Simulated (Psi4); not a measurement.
**BCl2F (dichlorofluoroborane): MP2/6-311+G(d,p)**

What is the vertical singlet–triplet gap of BCl2F (dichlorofluoroborane) at MP2/6-311+G**? 

The results are computed with Psi4 1.11.

2 further runs of the same task are left out: 2 set aside as unsound or not needed.

**1. The system as given**

The species is BCl2F (4 atoms), meant as a singlet with charge 0. SMILES: `FB(Cl)Cl`. The shape is that of a PBE0-D4/def2-TZVP optimisation.

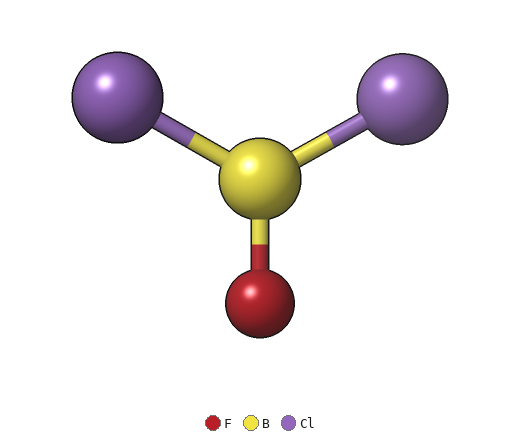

Viewed from a chosen angle; fluorine red, boron yellow, chlorine purple.

**2. The energy at MP2/6-311+G(d,p)**

Input file bcl2f.in:

```
memory 2.2 GB

molecule {
  0 1
  F
  B 1 r2
  Cl 2 r3 1 a3
  Cl 2 r4 1 a4 3 d4

  r2 = 1.31022
  r3 = 1.73877
  a3 = 119.25945
  r4 = 1.738768
  a4 = 119.25911
  d4 = 179.99951
  symmetry c1
}

set basis 6-311+G**
set puream true
set e_convergence 1e-09
set d_convergence 1e-08
set scf_type pk
set num_frozen_docc 12
set mp2_type conv

energy("mp2")
print_variables()
```

Command:

```sh
$ psi4 -i bcl2f.in -o bcl2f.out -n 1
```

bcl2f.out, cut to the lines that bear on the results:

```text
[...]
  Running in c1 symmetry.
[...]
  Nuclear repulsion =  181.669089852411787
[...]
  Multiplicity = 1
[...]
  Nalpha       = 24
  Nbeta        = 24
[...]
    Number of basis functions: 104
[...]
   @RHF iter   1: -1043.27078911421700   -4.42710e-01   3.46481e-03 DIIS/ADIIS
[...]
   @RHF iter  11: -1043.32026092021647   -2.72848e-12   4.85976e-09 DIIS
[...]
    Orbital Energies [Eh]
    ---------------------
    Doubly Occupied:
       1A   -104.861869     2A   -104.861868     3A    -26.347354
       4A    -10.590555     5A    -10.590535     6A     -8.058621
       7A     -8.058620     8A     -8.056293     9A     -8.056291
      10A     -8.055953    11A     -8.055952    12A     -7.788799
      13A     -1.666224    14A     -1.164908    15A     -1.126954
      16A     -0.824514    17A     -0.741229    18A     -0.722543
      19A     -0.668341    20A     -0.568078    21A     -0.527923
      22A     -0.515692    23A     -0.488075    24A     -0.474273
[...]
  @RHF Final Energy: -1043.32026092021647
   => Energetics <=
    Nuclear Repulsion Energy =            181.6690898524117870
    One-Electron Energy =               -1804.2357714975014460
    Two-Electron Energy =                 579.2464207248732464
    Total Energy =                      -1043.3202609202162421
[...]
 Multipole Moments:
 ------------------------------------------------------------------------------------
     Multipole            Electronic (a.u.)      Nuclear  (a.u.)        Total (a.u.)
 ------------------------------------------------------------------------------------
 L = 1.  Multiply by 2.5417464519 to convert [e a0] to [Debye]
 Dipole X            :         -0.0000094            0.0000050           -0.0000044
 Dipole Y            :         -0.0000016            0.0000013           -0.0000003
 Dipole Z            :         -0.8516981            0.9685145            0.1168164
 Magnitude           :                                                    0.1168164
[...]
	SCS-MP2 Total Energy (a.u.)        : -1043.86580708297674
	SOS-MP2 Total Energy (a.u.)        : -1043.81394002729508
	SCSN-MP2 Total Energy (a.u.)       : -1043.59411897421455
[...]
	SOS-PI-MP2 Total Energy (a.u.)     : -1043.89621987847499
[...]
	MP2 Total Energy (a.u.)            : -1043.88726134315971
[...]
```

It took 4.8 s on 1 thread of Intel Xeon 6975P-C (Granite Rapids), shared host; peak memory 0.67 GiB.

**3. The triplet, same level**

Input file job.inp:

```
memory 2.2 GB

molecule mol {
  0 3
  F
  B 1 1.31022
  Cl 2 1.73877 1 119.25945
  Cl 2 1.738768 1 119.25911 3 179.99951
  symmetry c1
}

set globals {
  reference uhf
  puream true
  e_convergence 1e-09
  d_convergence 1e-08
  scf_type pk
  num_frozen_docc 12
  mp2_type conv
  maxiter 100
}

energy('mp2/6-311+G**')
```

Command:

```sh
$ psi4 job.inp job.out -n 1
```

job.out, cut to the lines that bear on the results:

```text
[...]
  Running in c1 symmetry.
[...]
  Nuclear repulsion =  181.669089852411787
[...]
  Multiplicity = 3
[...]
  Nalpha       = 25
  Nbeta        = 23
[...]
    Number of basis functions: 104
[...]
   @UHF iter   1: -1042.98983226094879   -1.61753e-01   3.44009e-03 DIIS/ADIIS
[...]
   @UHF iter  15: -1043.05067251585820   -4.77485e-12   6.51483e-09 DIIS
[...]
   @S^2 Observed:                2.037569482E+00
[...]
    Orbital Energies [Eh]
    ---------------------
    Alpha Occupied:
       1A   -104.922741     2A   -104.922737     3A    -26.273704
       4A    -10.647997     5A    -10.647977     6A     -8.126566
       7A     -8.126562     8A     -8.111736     9A     -8.111732
      10A     -8.111398    11A     -8.111395    12A     -7.666331
      13A     -1.599012    14A     -1.213159    15A     -1.180059
      16A     -0.778371    17A     -0.695070    18A     -0.693884
      19A     -0.691810    20A     -0.577097    21A     -0.576006
      22A     -0.574789    23A     -0.555507    24A     -0.541250
      25A     -0.210297
    Alpha Virtual:
[...]
  @UHF Final Energy: -1043.05067251585820
   => Energetics <=
    Nuclear Repulsion Energy =            181.6690898524117870
    One-Electron Energy =               -1803.5440961510710167
    Two-Electron Energy =                 578.8243337828009771
    Total Energy =                      -1043.0506725158581958
  UHF NO Occupations:
  HONO-2 :   23  A 1.9880143
  HONO-1 :   24  A 1.0000000
[...]
 Multipole Moments:
 ------------------------------------------------------------------------------------
     Multipole            Electronic (a.u.)      Nuclear  (a.u.)        Total (a.u.)
 ------------------------------------------------------------------------------------
 L = 1.  Multiply by 2.5417464519 to convert [e a0] to [Debye]
 Dipole X            :          0.0000118            0.0000050            0.0000168
 Dipole Y            :          0.0000361            0.0000013            0.0000374
 Dipole Z            :         -0.1697996            0.9685145            0.7987149
 Magnitude           :                                                    0.7987149
[...]
	SCS-MP2 Total Energy (a.u.)        : -1043.59412667813763
	SOS-MP2 Total Energy (a.u.)        : -1043.54155598576722
	SCSN-MP2 Total Energy (a.u.)       : -1043.32824577157430
[...]
	SOS-PI-MP2 Total Energy (a.u.)     : -1043.62336989741880
[...]
	MP2 Total Energy (a.u.)            : -1043.61745415122709
[...]
```

Run time: 6.9 s. Hardware: 1 thread of Intel Xeon 6975P-C (Granite Rapids), shared host; peak memory 0.67 GiB.

**4. What came out**

Level: MP2/6-311+G**, 12 core orbitals frozen.

```
                                                           quantity           value
                                              singlet: total energy  -1043.88726 Eh
                       singlet: HOMO energy (Hartree–Fock orbitals)       -12.91 eV
                       singlet: LUMO energy (Hartree–Fock orbitals)         1.26 eV
                     singlet: HOMO–LUMO gap (Hartree–Fock orbitals)        14.17 eV
              singlet: correlation energy (12 core orbitals frozen)      -567.0 mEh
                                              triplet: total energy  -1043.61745 Eh
triplet: HOMO energy (Hartree–Fock orbitals) (highest over α and β)        -5.72 eV
 triplet: LUMO energy (Hartree–Fock orbitals) (lowest over α and β)        -4.58 eV
              triplet: correlation energy (12 core orbitals frozen)      -566.8 mEh
                         triplet: ⟨S²⟩ of the reference determinant           2.038
                   vertical energy of the triplet above the singlet        7.342 eV
```

**Reading.** At this shape the triplet lies 7.34 eV (169 kcal/mol) above the singlet.
